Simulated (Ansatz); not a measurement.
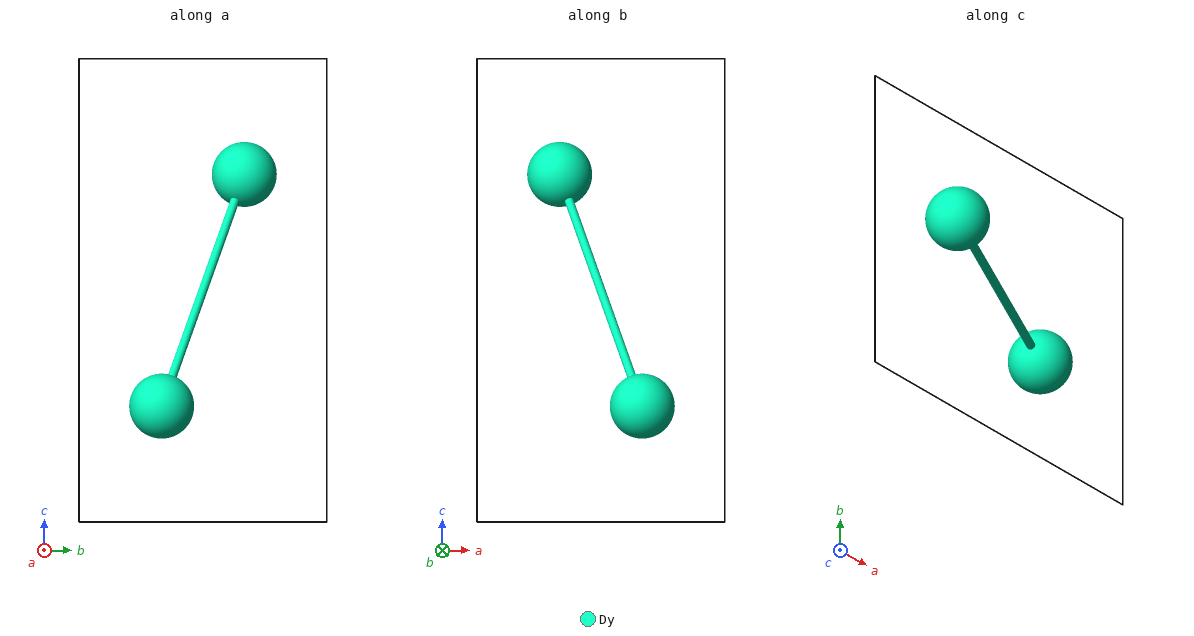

This ball-and-stick model is shown along the a axis, along the b axis and along the c axis. One conventional unit cell is framed, with atoms on its boundary repeated.

Lattice parameters: a = 3.5006 Å, b = 3.5006 Å, c = 5.6679 Å, α = 90.000°, β = 90.000°, γ = 120.000°.

> Write the structure as a CIF with its space group and independent sites.

```cif
data_structure
_symmetry_space_group_name_H-M 'P 63/m m c'
_symmetry_Int_Tables_number 194
_cell_length_a 3.5006
_cell_length_b 3.5006
_cell_length_c 5.6679
_cell_angle_alpha 90.000
_cell_angle_beta 90.000
_cell_angle_gamma 120.000
_cell_volume 60.15
loop_
_atom_site_label
_atom_site_type_symbol
_atom_site_symmetry_multiplicity
_atom_site_Wyckoff_symbol
_atom_site_fract_x
_atom_site_fract_y
_atom_site_fract_z
_atom_site_occupancy
Dy1 Dy 2 d 0.3333 0.6667 0.7500 1
```

Origin of the cell: the standard structure of this element. Earlier steps of the study may have refined or changed the cell and positions. It was set up as input for a calculation with Ansatz.
